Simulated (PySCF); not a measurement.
# Single-point calculation, with input and output: InH

The run: single-point calculation of InH. Method and program: RHF/ano-rcc-vdzp, mp2 (PySCF 2.14.0).

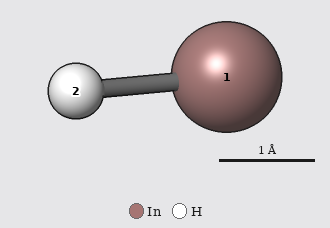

Fig. 1: The structure as given in the input (ball-and-stick view, seen at a tilt; atoms are numbered from 1 in the order of the input). Sticks mark near contacts.

The input:
```python
from pyscf import gto, scf, mp

mol = gto.M(
    atom='In 0 0 0; H 0 0 1.71',
    basis='ano-rcc-vdzp',
    charge=0,
    spin=0,
    verbose=4,
)
mf = scf.RHF(mol)
mf = mf.sfx2c1e()
mf.init_guess = '1e'
mf.kernel()
mp.MP2(mf, frozen=18).kernel()
mf.dip_moment()
print('orbital energies (hartree):', mf.mo_energy[..., max(0, mol.nelec[1]-3):mol.nelec[0]+3].round(4))
```

Machine: 1 CPU thread, shared host.

Command:
```bash
OMP_NUM_THREADS=1 python input.py
```

The program's output:
```
PySCF version 2.14.0

[INPUT] verbose = 4
[INPUT] num. atoms = 2
[INPUT] num. electrons = 50
[INPUT] charge = 0
[INPUT] spin (= nelec alpha-beta = 2S) = 0
[INPUT] symmetry False subgroup None
[INPUT] Mole.unit = angstrom
[INPUT] Symbol           X                Y                Z      unit          X                Y                Z       unit  Magmom
[INPUT]  1 In     0.000000000000   0.000000000000   0.000000000000 AA    0.000000000000   0.000000000000   0.000000000000 Bohr   0.0
[INPUT]  2 H      0.000000000000   0.000000000000   1.710000000000 AA    0.000000000000   0.000000000000   3.231431673006 Bohr   0.0

nuclear repulsion = 15.1635575058947
number of shells = 6
number of NR pGTOs = 199
number of NR cGTOs = 48
basis = ano-rcc-vdzp
ecp = {}

******** <class 'pyscf.x2c.sfx2c1e.sfX2C1eRHF'> ********
method = sfX2C1eRHF
initial guess = 1e
damping factor = 0
level_shift factor = 0
DIIS = <class 'pyscf.scf.diis.CDIIS'>
diis_start_cycle = 1
diis_space = 8
diis_damp = 0
SCF conv_tol = 1e-09
SCF conv_tol_grad = None
SCF max_cycles = 50
direct_scf = True
direct_scf_tol = 1e-13

******** <class 'pyscf.x2c.sfx2c1e.SpinFreeX2CHelper'> ********
approx = 1e
xuncontract = 1
Set gradient conv threshold to 3.16228e-05
Initial guess from hcore.

WARN: HOMO -37.8722705717993 == LUMO -37.8722705717348

init E= -5852.08753649931
  HOMO = 0.759663229811717  LUMO = 0.762215881784283  gap/eV = 0.06946
cycle= 1 E= -5838.57333190452  delta_E= 13.5  |g|= 12.6  |ddm|= 18.6

WARN: HOMO -2.99342975055157 == LUMO -2.99249752805561

cycle= 2 E= -5865.73927289666  delta_E= -27.2  |g|= 5.85  |ddm|= 19.4
  HOMO = -0.235517614694138  LUMO = -0.0910565630443938  gap/eV = 3.93099
cycle= 3 E= -5878.6378895563  delta_E= -12.9  |g|= 1.06  |ddm|= 4.77
  HOMO = -0.194865896484153  LUMO = 0.083564522484427  gap/eV = 7.57648
cycle= 4 E= -5878.71554726571  delta_E= -0.0777  |g|= 0.59  |ddm|= 0.672
  HOMO = -0.233904022114476  LUMO = 0.0522357162010016  gap/eV = 7.78626
cycle= 5 E= -5878.74697413018  delta_E= -0.0314  |g|= 0.288  |ddm|= 0.146
  HOMO = -0.269264251405483  LUMO = 0.0310050598447121  gap/eV = 8.17074
cycle= 6 E= -5878.75808971165  delta_E= -0.0111  |g|= 0.0595  |ddm|= 0.213
  HOMO = -0.27599425972432  LUMO = 0.0304099820677731  gap/eV = 8.33768
cycle= 7 E= -5878.75878611703  delta_E= -0.000696  |g|= 0.00972  |ddm|= 0.0921
  HOMO = -0.273547722216471  LUMO = 0.0323214016571472  gap/eV = 8.32312
cycle= 8 E= -5878.75880544169  delta_E= -1.93e-05  |g|= 0.00101  |ddm|= 0.0137
  HOMO = -0.273429629861582  LUMO = 0.0323907364113213  gap/eV = 8.32180
cycle= 9 E= -5878.75880631542  delta_E= -8.74e-07  |g|= 0.000134  |ddm|= 0.00647
  HOMO = -0.273422980586872  LUMO = 0.0323837906453302  gap/eV = 8.32143
cycle= 10 E= -5878.75880633177  delta_E= -1.64e-08  |g|= 2.48e-05  |ddm|= 0.000944
  HOMO = -0.273422749135657  LUMO = 0.0323840289459587  gap/eV = 8.32143
cycle= 11 E= -5878.75880633197  delta_E= -2.04e-10  |g|= 2.1e-06  |ddm|= 6.79e-05
  HOMO = -0.273422606205481  LUMO = 0.0323840876279464  gap/eV = 8.32142
```

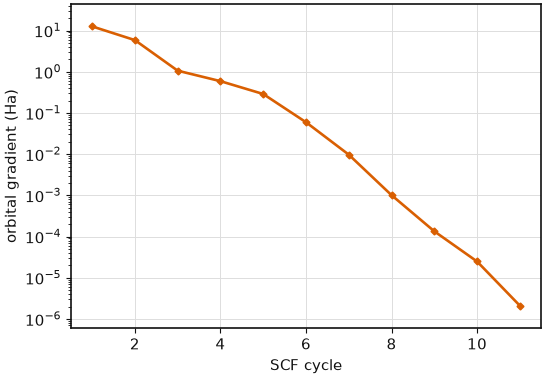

Fig. 2: Convergence of the self-consistent field: orbital gradient against the SCF cycle. The residual falls at every step.

```
Extra cycle  E= -5878.75880633197  delta_E=    0  |g|= 6.9e-07  |ddm|= 3.38e-06
converged SCF energy = -5878.75880633197

******** <class 'pyscf.mp.mp2.RMP2'> ********
nocc = 7, nmo = 30
frozen orbitals 18
E(RMP2) = -5879.15310223237  E_corr = -0.394295900401017
E(SCS-RMP2) = -5879.10789639165  E_corr = -0.349090059678926
E_corr(same-spin) = -0.143151947079571
E_corr(oppo-spin) = -0.251143953321446
Dipole moment(X, Y, Z, Debye): -0.00000,  0.00000,  0.24848
orbital energies (hartree): [-0.9989 -0.4917 -0.2734  0.0324  0.0324  0.1638]
```

Results in brief:

| quantity | value |
| --- | --- |
| outcome | converged |
| SCF energy | −5878.758806 hartree |
| dipole moment | 0.25 D |
| wall time | 4.4 s |
